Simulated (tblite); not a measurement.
Geometry relaxation of CH13NOSi4 (part 1 of 2)

- system: CH13NOSi4
- method: GFN2-xTB geometry optimisation, gas phase (tblite 0.8.0)

It belongs to a series of runs on one base structure; here: C replaced by Si.

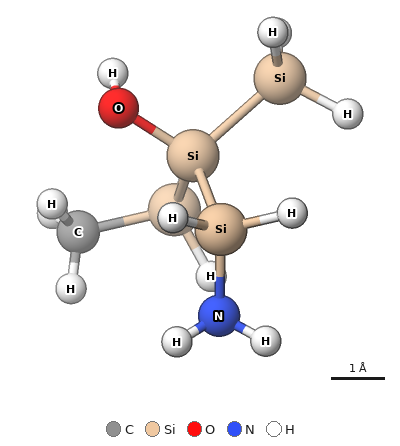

**Figure 1.** The input geometry (ball-and-stick view, seen at a tilt).

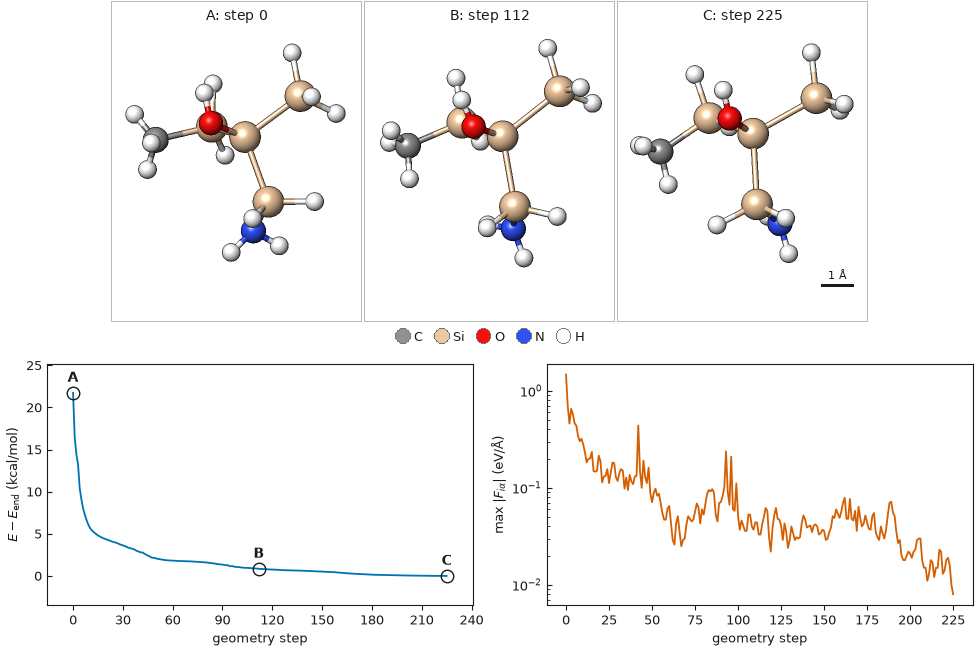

**Figure 2.** Frames of the relaxation (ball-and-stick view, seen at a tilt) above the curves, on which the letters mark them (steps are counted from 0).

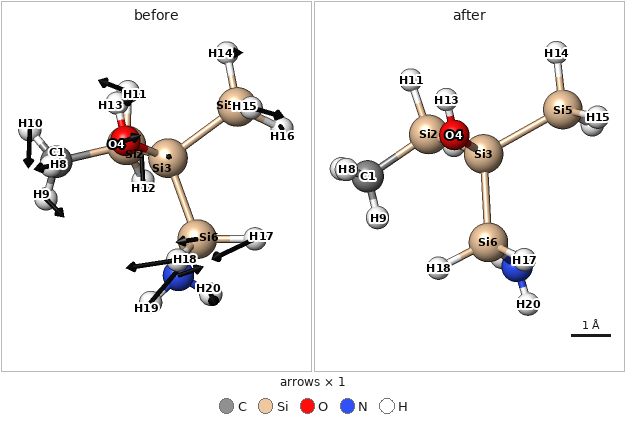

**Figure 3.** Before (left) and after (right) the relaxation, at one scale (ball-and-stick view, seen at a tilt). The black arrows give the displacements, at true length. Over 225 geometry steps the energy falls by 21.7 kcal/mol. Largest force component: 1.5 eV/Å at the start, 0.008 eV/Å at the end. The largest move after the best rigid fit is that of H19, 1.78 Å. Largest moves by element: H 1.78 Å, N 0.75 Å, Si 0.64 Å, O 0.48 Å, C 0.39 Å. Among the contacts that change: Si2–Si3 2.232 → 2.350 Å, Si3–Si5 2.225 → 2.336 Å, Si3–Si6 2.222 → 2.319 Å, Si3–O4 1.720 → 1.657 Å. Among the angles that change: Si3–O4–H13 107.1° → 123.0°, O4–Si3–Si6 112.6° → 98.6°, Si6–N7–H19 108.1° → 119.3°. (Atoms are counted from 1 in the order of the input.)

The input and output of the run follow.

**The input**
```
{"job": {"kind": "relax", "xc": "GFN2-xTB", "basis": "xTB"}, "charge": 0, "multiplicity": 1}
C     -1.960900    -1.960700    -0.521800
Si    -1.159600    -0.418800    -1.245300
Si    -0.119600     0.569900     0.464900
O     -1.089100     0.292200     1.858800
Si     0.010200     2.780100     0.240500
Si     1.972100    -0.134500     0.723700
N      2.303600    -1.377900    -0.489300
H     -1.909400    -1.902600     0.590000
H     -1.422000    -2.857200    -0.853500
H     -3.040500    -2.018000    -0.781600
H     -2.221100     0.385400    -1.828400
H     -0.244400    -0.894800    -2.276000
H     -1.975900     0.717700     1.688600
H     -1.245900     3.385200    -0.169300
H      0.332500     3.330400     1.577000
H      1.130900     3.136800    -0.638000
H      2.915300     1.002900     0.549900
H      2.137400    -0.591100     2.104300
H      2.401100    -2.289200     0.001200
H      3.180100    -1.145300    -0.998900
```

The first line tells a small driver script what to run in tblite; the rest is the geometry in Å.

Command:
```bash
OMP_NUM_THREADS=1 python <driver script> task.json out
```

**What the program printed**
```
step      E/eV     max force
  0    -616.70328    1.962
  1    -616.93361    0.863
  2    -617.02042    0.583
  3    -617.07035    0.795
  4    -617.19534    0.656
  5    -617.25049    0.570
  6    -617.29686    0.443
  7    -617.32809    0.462
  8    -617.35534    0.394
  9    -617.37806    0.379
 10    -617.39594    0.302
 11    -617.40833    0.243
 12    -617.41702    0.238
 13    -617.42422    0.235
 14    -617.43107    0.210
 15    -617.43703    0.255
 16    -617.44229    0.190
 17    -617.44693    0.169
 18    -617.45099    0.189
 19    -617.45459    0.236
 20    -617.45778    0.205
 21    -617.46110    0.134
 22    -617.46469    0.181
 23    -617.46783    0.156
 24    -617.47027    0.159
 25    -617.47245    0.136
 26    -617.47506    0.152
 27    -617.47866    0.210
 28    -617.48279    0.199
 29    -617.48595    0.168
 30    -617.48830    0.168
 31    -617.49122    0.182
 32    -617.49551    0.226
 33    -617.49941    0.211
 34    -617.50222    0.120
 35    -617.50433    0.169
 36    -617.50668    0.136
 37    -617.51027    0.169
 38    -617.51522    0.160
 39    -617.51893    0.129
 40    -617.52180    0.141
 41    -617.52528    0.154
 42    -617.52501    0.468
 43    -617.53218    0.174
 44    -617.53537    0.119
 45    -617.54114    0.225
 46    -617.54419    0.164
 47    -617.55051    0.147
 48    -617.55229    0.164
 49    -617.55381    0.102
 50    -617.55530    0.082
 51    -617.55829    0.089
 52    -617.55930    0.100
 53    -617.56099    0.096
 54    -617.56208    0.102
 55    -617.56367    0.097
 56    -617.56491    0.084
 57    -617.56575    0.057
 58    -617.56629    0.062
 59    -617.56687    0.088
 60    -617.56754    0.099
 61    -617.56824    0.052
 62    -617.56846    0.038
 63    -617.56866    0.035
 64    -617.56896    0.061
 65    -617.56940    0.075
 66    -617.56981    0.054
 67    -617.57006    0.030
 68    -617.57020    0.032
 69    -617.57036    0.035
 70    -617.57065    0.056
 71    -617.57109    0.072
 72    -617.57159    0.061
 73    -617.57203    0.060
 74    -617.57244    0.059
 75    -617.57297    0.071
 76    -617.57368    0.098
 77    -617.57446    0.091
 78    -617.57508    0.051
 79    -617.57560    0.066
 80    -617.57618    0.059
 81    -617.57728    0.092
 82    -617.57852    0.096
 83    -617.57971    0.120
 84    -617.58037    0.102
 85    -617.58186    0.113
 86    -617.58323    0.103
 87    -617.58501    0.074
 88    -617.58593    0.055
 89    -617.58675    0.074
 90    -617.58764    0.074
 91    -617.58915    0.085
 92    -617.59109    0.104
 93    -617.58989    0.298
 94    -617.59456    0.092
 95    -617.59593    0.072
 96    -617.59503    0.276
 97    -617.59819    0.062
 98    -617.59882    0.060
 99    -617.59977    0.148
100    -617.60083    0.057
101    -617.60179    0.049
102    -617.60342    0.058
103    -617.60386    0.046
104    -617.60414    0.042
105    -617.60447    0.043
106    -617.60485    0.061
107    -617.60540    0.060
108    -617.60625    0.050
109    -617.60718    0.049
110    -617.60801    0.062
111    -617.60865    0.061
112    -617.60908    0.047
113    -617.60945    0.035
114    -617.60999    0.043
115    -617.61070    0.062
116    -617.61140    0.083
117    -617.61193    0.062
118    -617.61233    0.035
119    -617.61257    0.027
120    -617.61279    0.040
121    -617.61314    0.053
122    -617.61357    0.065
123    -617.61417    0.061
124    -617.61490    0.065
125    -617.61559    0.045
126    -617.61604    0.038
127    -617.61628    0.047
128    -617.61646    0.036
129    -617.61666    0.025
130    -617.61692    0.034
131    -617.61711    0.046
132    -617.61732    0.036
133    -617.61756    0.031
134    -617.61776    0.032
135    -617.61799    0.037
136    -617.61828    0.040
137    -617.61863    0.043
138    -617.61906    0.053
139    -617.61950    0.057
140    -617.61995    0.058
141    -617.62033    0.044
142    -617.62065    0.052
143    -617.62095    0.043
144    -617.62135    0.045
145    -617.62166    0.048
146    -617.62202    0.050
147    -617.62236    0.038
148    -617.62272    0.041
149    -617.62305    0.039
150    -617.62334    0.038
151    -617.62358    0.033
152    -617.62381    0.033
153    -617.62407    0.042
154    -617.62437    0.061
155    -617.62482    0.066
156    -617.62558    0.067
157    -617.62645    0.080
158    -617.62724    0.069
159    -617.62814    0.056
160    -617.62897    0.058
161    -617.62980    0.073
162    -617.63044    0.114
163    -617.63098    0.068
164    -617.63157    0.069
165    -617.63220    0.084
166    -617.63286    0.053
167    -617.63372    0.059
168    -617.63422    0.075
169    -617.63459    0.041
170    -617.63494    0.087
171    -617.63542    0.054
172    -617.63587    0.052
173    -617.63642    0.044
174    -617.63705    0.056
175    -617.63743    0.047
176    -617.63783    0.045
177    -617.63819    0.041
178    -617.63855    0.051
179    -617.63896    0.055
180    -617.63940    0.040
181    -617.63972    0.037
182    -617.63994    0.034
183    -617.64012    0.042
184    -617.64031    0.036
185    -617.64053    0.039
186    -617.64078    0.044
187    -617.64103    0.060
188    -617.64136    0.076
189    -617.64175    0.075
190    -617.64213    0.056
191    -617.64243    0.056
192    -617.64261    0.045
193    -617.64285    0.029
194    -617.64304    0.030
195    -617.64316    0.025
196    -617.64324    0.025
197    -617.64333    0.025
198    -617.64340    0.025
199    -617.64347    0.030
200    -617.64355    0.029
201    -617.64366    0.022
202    -617.64379    0.025
203    -617.64394    0.030
204    -617.64411    0.038
205    -617.64433    0.042
206    -617.64457    0.034
207    -617.64476    0.020
208    -617.64485    0.019
209    -617.64489    0.017
210    -617.64494    0.013
211    -617.64502    0.017
212    -617.64512    0.022
213    -617.64520    0.020
214    -617.64524    0.015
215    -617.64528    0.017
216    -617.64532    0.015
217    -617.64538    0.023
218    -617.64545    0.022
219    -617.64551    0.016
220    -617.64557    0.016
221    -617.64564    0.019
222    -617.64570    0.021
223    -617.64576    0.019
224    -617.64580    0.011
225    -617.64582    0.009
```

**Trajectory as extended XYZ (Å, eV, eV/Å), 11 of the 226 frames kept, from step=0 to step=225**
```
20
Properties=species:S:1:pos:R:3:forces:R:3 step=0 energy=-616.70328
C    -1.9609   -1.9607   -0.5218   -0.7110  -0.3360   0.6680
Si   -1.1596   -0.4188   -1.2453   -0.3220  -0.6490  -0.8680
Si   -0.1196    0.5699    0.4649   -1.1140  -0.3720   1.3700
O    -1.0891    0.2922    1.8588   -0.8080   1.0100  -1.4750
Si    0.0102    2.7801    0.2405    0.3770   1.3410   0.4020
Si    1.9721   -0.1345    0.7237    1.1020  -0.4900   0.2310
N     2.3036   -1.3779   -0.4893    0.9780   0.0920   0.8210
H    -1.9094   -1.9026    0.5900   -0.0520  -0.2720  -0.8080
H    -1.4220   -2.8572   -0.8535   -0.4950   0.2250   0.2230
H    -3.0405   -2.0180   -0.7816    0.8210  -0.2860   0.1120
H    -2.2211    0.3854   -1.8284   -0.2330   0.2000  -0.3170
H    -0.2444   -0.8948   -2.2760   -0.0010   0.1240  -0.2630
H    -1.9759    0.7177    1.6886    1.3690  -0.8590   0.7100
H    -1.2459    3.3852   -0.1693   -0.0990   0.2980  -0.1560
H     0.3325    3.3304    1.5770   -0.0700   0.1620  -0.2700
H     1.1309    3.1368   -0.6380   -0.2060   0.1460  -0.0180
H     2.9153    1.0029    0.5499   -0.0710  -0.3160   0.0040
H     2.1374   -0.5911    2.1043    0.3550  -0.1480   0.0700
H     2.4011   -2.2892    0.0012    0.0890   0.8000  -0.9130
H     3.1801   -1.1453   -0.9989   -0.9110  -0.6720   0.4770
20
Properties=species:S:1:pos:R:3:forces:R:3 step=22 energy=-617.46469
C    -2.0276   -2.0320   -0.5565   -0.0360  -0.0680   0.0070
Si   -1.2241   -0.4827   -1.3229    0.0990   0.1310   0.0770
Si   -0.0973    0.6372    0.4264   -0.0320  -0.0750   0.0160
O    -0.9612    0.2832    1.8056    0.0450   0.0760  -0.0870
Si   -0.0028    2.9697    0.2556    0.0100  -0.0510   0.0140
Si    2.0345   -0.1909    0.8969   -0.0980   0.0330  -0.0420
N     2.3643   -1.3561   -0.3531    0.0580   0.0460   0.0530
H    -1.9928   -2.0027    0.5283    0.0080   0.0410   0.0280
H    -1.5144   -2.9356   -0.8636    0.0450  -0.0670  -0.0340
H    -3.0677   -2.1386   -0.8426   -0.0770  -0.0230  -0.0310
H    -2.3160    0.2771   -1.9695    0.0200   0.0090   0.0220
H    -0.3501   -0.9076   -2.4256   -0.0210   0.0160   0.0170
H    -1.8625    0.5767    1.9134    0.0570  -0.0370   0.0350
H    -1.2248    3.6470   -0.1953   -0.0410  -0.0160  -0.0360
H     0.3079    3.6352    1.5270    0.0050   0.0000   0.0220
H     1.0579    3.3685   -0.6709   -0.0030   0.0180  -0.0350
H     2.9847    0.9101    0.6575    0.0550  -0.0200   0.0130
H     2.3898   -0.7082    2.2320   -0.0420  -0.0180  -0.0550
H     2.3105   -2.3375   -0.1324   -0.0780   0.0270   0.0030
H     3.1866   -1.2020   -0.9131    0.0250  -0.0220   0.0120
20
Properties=species:S:1:pos:R:3:forces:R:3 step=45 energy=-617.54114
C    -2.0478   -2.0773   -0.5911    0.0650   0.0840  -0.0700
Si   -1.2410   -0.4655   -1.2374   -0.0130   0.0740  -0.1210
Si   -0.0282    0.6676    0.4141    0.0790  -0.0020   0.0240
O    -0.7374    0.3220    1.8708   -0.0310  -0.0180   0.0670
Si   -0.0555    2.9937    0.1682   -0.0380  -0.0320  -0.0340
Si    2.0854   -0.1741    0.8973   -0.0390   0.0190  -0.0090
N     2.4485   -1.2803   -0.3848   -0.1190  -0.1910   0.0110
H    -2.1104   -2.0863    0.4960   -0.0270  -0.0060  -0.1000
H    -1.4604   -2.9396   -0.8951   -0.0180  -0.0190   0.0620
H    -3.0498   -2.2110   -0.9915    0.0260  -0.0200   0.0700
H    -2.3256    0.3582   -1.8193    0.0080  -0.0590   0.0490
H    -0.3880   -0.8128   -2.3872   -0.0480  -0.0210   0.0400
H    -1.6454    0.5135    2.0853   -0.0190   0.0390  -0.0160
H    -1.3329    3.5722   -0.2743   -0.0340  -0.0460   0.0010
H     0.2322    3.6983    1.4190    0.0090   0.0400   0.0950
H     0.9361    3.4844   -0.7865    0.0520  -0.0270  -0.0620
H     3.1710    0.8041    0.7943    0.0490   0.0850  -0.0250
H     2.2175   -0.7332    2.2559    0.0380  -0.0740  -0.0030
H     1.9169   -2.1401   -0.4279    0.0680   0.1520  -0.0500
H     3.4096   -1.4830   -0.6086   -0.0080   0.0200   0.0700
```
